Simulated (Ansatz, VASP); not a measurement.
# InP in two plane-wave programs

Wanted: the spread between two codes on one cell, functional and k mesh. Valence electrons are named where the data sets of a main pair hold unlike numbers.

Method: plane waves, with VASP 6.6.1 beside it; band structure at r2SCAN, in Ansatz 0.2.0.

The database entry behind the starting cell differs from later determinations by our own check (0.1 to 0.3 % short, probably kX units), so it need not match the best structure at ambient conditions.

## (1) The starting structure

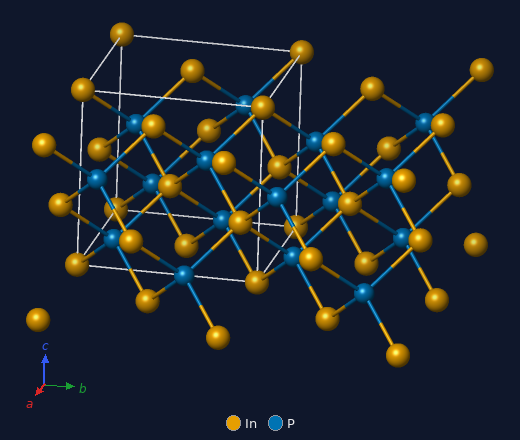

Start, viewed slightly off an axis; indium orange, phosphorus blue. 2×2×1 cells are drawn. This picture shows the conventional cell, with its axes. Bonds to atoms that aren't drawn are left out. Some periodic images of atoms are drawn too.

As a file:

```xyz
2
Lattice="0.0000 2.9305 2.9305 2.9305 0.0000 2.9305 2.9305 2.9305 0.0000" Properties=species:S:1:pos:R:3 pbc="T T T"
In    0.0000    0.0000    0.0000
P     4.3957    4.3957    4.3957
```

## (2) VASP: band structure, r2SCAN

The same path points are solved in both programs, so levels can be compared one by one.

Lines of VASP's logs that name or quote its potential files are left out, and so is its time.

INCAR reads:

```
SYSTEM = InP
PREC = Accurate
ENCUT = 390
EDIFF = 1E-08
NELM = 100
ISMEAR = 0
SIGMA = 0.01
LREAL = .FALSE.
ALGO = Normal
METAGGA = R2SCAN
LASPH = .TRUE.
NBANDS = 15
LORBIT = 11
LWAVE = .TRUE.
LCHARG = .FALSE.
KPAR = 8
```

POSCAR reads:

```
InP
1.0
    0.0000000000      2.9305000000      2.9305000000
    2.9305000000      0.0000000000      2.9305000000
    2.9305000000      2.9305000000      0.0000000000
In P
1 1
Direct
    0.0000000000      0.0000000000      0.0000000000
    0.7500000000      0.7500000000      0.7500000000
```

KPOINTS reads:

```
Automatic mesh
0
Gamma
4 4 4
0 0 0
```

KPOINTS_OPT reads:

```
Line mode
12
Line-mode
Reciprocal
  0.00000000   0.00000000   0.00000000 GAMMA
  0.50000000   0.00000000   0.50000000 X

  0.50000000   0.00000000   0.50000000 X
  0.50000000   0.25000000   0.75000000 W

  0.50000000   0.25000000   0.75000000 W
  0.37500000   0.37500000   0.75000000 K

  0.37500000   0.37500000   0.75000000 K
  0.00000000   0.00000000   0.00000000 GAMMA

  0.00000000   0.00000000   0.00000000 GAMMA
  0.50000000   0.50000000   0.50000000 L

  0.50000000   0.50000000   0.50000000 L
  0.62500000   0.25000000   0.62500000 U

  0.62500000   0.25000000   0.62500000 U
  0.50000000   0.25000000   0.75000000 W

  0.50000000   0.25000000   0.75000000 W
  0.50000000   0.50000000   0.50000000 L

  0.50000000   0.50000000   0.50000000 L
  0.37500000   0.37500000   0.75000000 K

  0.62500000   0.25000000   0.62500000 U
  0.50000000   0.00000000   0.50000000 X
```

Potentials, in the order of the species: In_d_GW and P_GW (PBE family, release 64).

Command:

```sh
$ mpirun -np 8 vasp_std
```

Numbers of over 12 decimals in the logs are rounded to 6 here.

What it wrote:

```text
[banner, memory and clock lines left out]
running    8 mpi-ranks, on    1 nodes
 distrk:  each k-point on    1 cores,    8 groups
 distr:  one band on    1 cores,    1 groups

 POSCAR found type information on POSCAR InP
 POSCAR found :  2 types and       2 ions
|                                                                             |
|           W    W    AA    RRRRR   N    N  II  N    N   GGGG   !!!           |
|           W    W   A  A   R    R  NN   N  II  NN   N  G    G  !!!           |
|           W    W  A    A  R    R  N N  N  II  N N  N  G       !!!           |
|           W WW W  AAAAAA  RRRRR   N  N N  II  N  N N  G  GGG   !            |
|           WW  WW  A    A  R   R   N   NN  II  N   NN  G    G                |
|           W    W  A    A  R    R  N    N  II  N    N   GGGG   !!!           |
|                                                                             |
|     For optimal performance we recommend to set                             |
|       NCORE = 2 up to number-of-cores-per-socket                            |
|     NCORE specifies how many cores store one orbital (NPAR=cpu/NCORE).      |
|     This setting can greatly improve the performance of VASP for DFT.       |
|     The default, NCORE=1 might be grossly inefficient on modern             |
|     multi-core architectures or massively parallel machines. Do your        |
|     Unfortunately you need to use the default for GW and RPA                |
|     calculations (for HF NCORE is supported but not extensively tested      |
|     yet).                                                                   |
|                                                                             |

|                                                                             |
|               ----> ADVICE to this user running VASP <----                  |
|                                                                             |
|     You enforced a specific xc type in the INCAR file but a different       |
|     [... a line on the potential file left out ...]
|     I HOPE YOU KNOW WHAT YOU ARE DOING!                                     |
|                                                                             |

 LDA part: xc-table for (None), standard interpolation
 POSCAR, INCAR and KPOINTS ok, starting setup
 FFT: planning ... GRIDC
 FFT: planning ... GRID_SOFT
 FFT: planning ... GRID
 WAVECAR not read
 entering main loop
       N       E                     dE             d eps       ncg     rms          rms(c)
DAV:   1     0.906934541802E+02    0.90693E+02   -0.66555E+03   327   0.344E+03
DAV:   2    -0.265386684825E+02   -0.11723E+03   -0.10955E+03   449   0.631E+02
DAV:   3    -0.361623058088E+02   -0.96236E+01   -0.95801E+01   412   0.129E+02
DAV:   4    -0.364914008475E+02   -0.32910E+00   -0.32883E+00   356   0.242E+01
DAV:   5    -0.365342853403E+02   -0.42884E-01   -0.42881E-01   370   0.126E+01    0.700E+00
DAV:   6    -0.322271522536E+02    0.43071E+01   -0.24673E+00   338   0.138E+02    0.383E+00
DAV:   7    -0.321870900262E+02    0.40062E-01   -0.38389E-01   400   0.196E+01    0.229E+00
DAV:   8    -0.321976527592E+02   -0.10563E-01   -0.32862E-02   393   0.500E+00    0.916E-01
DAV:   9    -0.321994633533E+02   -0.18106E-02   -0.47992E-03   450   0.128E+00    0.132E-01
DAV:  10    -0.321994902457E+02   -0.26892E-04   -0.52999E-04   332   0.828E-01    0.380E-02
DAV:  11    -0.321995027513E+02   -0.12506E-04   -0.40590E-05   403   0.104E-01    0.668E-03
DAV:  12    -0.321995027266E+02    0.24757E-07   -0.20109E-06   379   0.286E-02    0.356E-03
DAV:  13    -0.321995025147E+02    0.21191E-06   -0.57850E-07   442   0.150E-02    0.112E-03
DAV:  14    -0.321995028572E+02   -0.34247E-06   -0.37060E-08   351   0.409E-03    0.359E-04
DAV:  15    -0.321995028339E+02    0.23216E-07   -0.72572E-09   274   0.707E-03    0.752E-05
DAV:  16    -0.321995028307E+02    0.32853E-08   -0.97029E-10   253   0.995E-04
   1 F= -.32199503E+02 E0= -.32199503E+02  d E =-.140300E-12
 Start KPOINTS_OPT (optional k-point list driver)
k-point batch [1-8\120]
       N       E                     dE             ncg
DAV:   1     0.179881233243E+03   -0.93443E+03      297
DAV:   2    -0.775229893393E+03   -0.95511E+03      449
DAV:   3    -0.868087371153E+03   -0.92857E+02      417
DAV:   4    -0.872484876164E+03   -0.43975E+01      368
DAV:   5    -0.872716106440E+03   -0.23123E+00      409
DAV:   6    -0.872739563592E+03   -0.23457E-01      378
DAV:   7    -0.872740294478E+03   -0.73089E-03      370
DAV:   8    -0.872740363666E+03   -0.69188E-04      406
DAV:   9    -0.872740366384E+03   -0.27180E-05      378
[...]
DAV:   3    -0.948204853286E+03   -0.66474E+02      418
DAV:   4    -0.950990195925E+03   -0.27853E+01      433
DAV:   5    -0.951086452697E+03   -0.96257E-01      379
DAV:   6    -0.951090738322E+03   -0.42856E-02      418
DAV:   7    -0.951091064244E+03   -0.32592E-03      379
DAV:   8    -0.951091083029E+03   -0.18785E-04      418
DAV:   9    -0.951091084063E+03   -0.10344E-05      351
DAV:  10    -0.951091084170E+03   -0.10640E-06      410
DAV:  11    -0.951091084175E+03   -0.56057E-08      285
[...]
k-point batch [113-120\120]
       N       E                     dE             ncg
DAV:   1     0.105154100054E+02   -0.42944E+04      315
DAV:   2    -0.878855235659E+03   -0.88937E+03      456
DAV:   3    -0.953165340347E+03   -0.74310E+02      448
DAV:   4    -0.955590854869E+03   -0.24255E+01      410
DAV:   5    -0.955723056077E+03   -0.13220E+00      386
DAV:   6    -0.955741509843E+03   -0.18454E-01      426
DAV:   7    -0.955741903514E+03   -0.39367E-03      379
DAV:   8    -0.955741938388E+03   -0.34874E-04      418
DAV:   9    -0.955741941428E+03   -0.30395E-05      396
DAV:  10    -0.955741941791E+03   -0.36346E-06      411
DAV:  11    -0.955741941807E+03   -0.16043E-07      324
DAV:  12    -0.955741941808E+03   -0.68405E-09      267
 writing wavefunctions
```

OUTCAR, selected parts (step 2):

```text
ion  position               nearest neighbor table
   1  0.000  0.000  0.000-   2 2.54   2 2.54   2 2.54   2 2.54
   2  0.750  0.750  0.750-   1 2.54   1 2.54   1 2.54   1 2.54

  LATTYP: Found a face centered cubic cell.
 ALAT       =     5.8610000000

 Subroutine GETGRP returns: Found 24 space group operations
 (whereof 24 operations were pure point group operations)

The static configuration has the point symmetry T_d .

 Found      8 irreducible k-points:

   k-points           NKPTS =      8   k-points in BZ     NKDIM =      8   number of bands    NBANDS=     15

   dimension x,y,z NGX =    28 NGY =   28 NGZ =   28
   dimension x,y,z NGXF=    56 NGYF=   56 NGZF=   56

   ENCUT  =  390.0 eV  28.66 Ry    5.35 a.u.   6.67  6.67  6.67*2*pi/ulx,y,z

   NELECT =      18.0000    total number of electrons

 k-points in reciprocal lattice and weights: Automatic mesh
   0.00000000  0.00000000  0.00000000       0.016
   0.25000000  0.00000000  0.00000000       0.125
   0.50000000  0.00000000  0.00000000       0.062
   0.25000000  0.25000000  0.00000000       0.094
   0.50000000  0.25000000  0.00000000       0.375
  -0.25000000  0.25000000  0.00000000       0.188
   0.50000000  0.50000000  0.00000000       0.047
  -0.25000000  0.50000000  0.25000000       0.094

 average (electrostatic) potential at core
       1 -79.9051       2 -77.7734

 E-fermi :   3.8162

 k-point     1 :       0.0000    0.0000    0.0000
  band No.  band energies     occupation
    ...
      5     -10.7808      2.00000
      6      -8.2342      2.00000
      7       3.7699      2.00000
      8       3.7700      2.00000
      9       3.7700      2.00000
     10       4.9131      0.00000
     11       8.1782      0.00000
     12       8.1782      0.00000
     13       8.1782      0.00000
     14      12.8676      0.00000
    ...

 k-point     2 :       0.2500    0.0000    0.0000
  band No.  band energies     occupation
    ...
      5     -10.7785      2.00000
      6      -7.5229      2.00000
      7       0.2723      2.00000
      8       3.1919      2.00000
      9       3.1919      2.00000
     10       5.9235      0.00000
     11       8.9009      0.00000
     12       8.9009      0.00000
     13       9.5084      0.00000
     14      12.7709      0.00000
    ...

 k-point     3 :       0.5000    0.0000    0.0000
  band No.  band energies     occupation
    ...
      5     -10.7667      2.00000
      6      -6.4303      2.00000
      7      -2.1257      2.00000
      8       2.7589      2.00000
      9       2.7589      2.00000
     10       5.6073      0.00000
     11       8.8965      0.00000
     12       8.8965      0.00000
     13      11.2981      0.00000
     14      13.8448      0.00000
    ...

  Total        0.3468357      0.3468357      0.3468357      0.0000000      0.0000000      0.0000000
  in kB       11.0402581     11.0402581     11.0402581      0.0000000      0.0000000      0.0000000
  external PRESSURE =      11.0402581 kB  Pullay stress =       0.0000000 kB

  energy-cutoff  :      390.00
  volume of cell :       50.33
      direct lattice vectors                 reciprocal lattice vectors
     0.000000000  2.930500000  2.930500000    -0.170619348  0.170619348  0.170619348
     2.930500000  0.000000000  2.930500000     0.170619348 -0.170619348  0.170619348
     2.930500000  2.930500000  0.000000000     0.170619348  0.170619348 -0.170619348

 POSITION                                       TOTAL-FORCE (eV/Angst)
 -----------------------------------------------------------------------------------
      0.00000      0.00000      0.00000         0.000000      0.000000     -0.000000
      4.39575      4.39575      4.39575        -0.000000     -0.000000      0.000000
 -----------------------------------------------------------------------------------
    total drift:                                0.000005      0.000005      0.000005

  FREE ENERGIE OF THE ION-ELECTRON SYSTEM (eV)
  ---------------------------------------------------
  free  energy   TOTEN  =       -32.1995028307 eV

  energy  without entropy=      -32.1995028307  energy(sigma->0) =      -32.19950283

 total charge
# of ion       s       p       d       f       tot
--------------------------------------------------
    1        0.890   0.732   9.967   0.023  11.612
    2        1.100   1.734   0.031   0.000   2.865
--------------------------------------------------
tot          1.990   2.466   9.998   0.023  14.477

[... 3 further parts left out ...]
```

The PAW data sets were made with PBE, which is usual practice but a small mismatch for other functionals.

(Continued in part 2 of 2.)

[Lines on the potential files, build, host, timing and source positions are cut from VASP's logs without a mark.]

[Logs are printed without paths, hosts, clocks, repeated set-up lines and the standing remarks that a program may print on its own settings, such as how far it seeks lower states.]

[Hosts, paths, dates, database ids (printed as entryN), source tags and the programs' standing remarks are cut or masked in the printed files.]
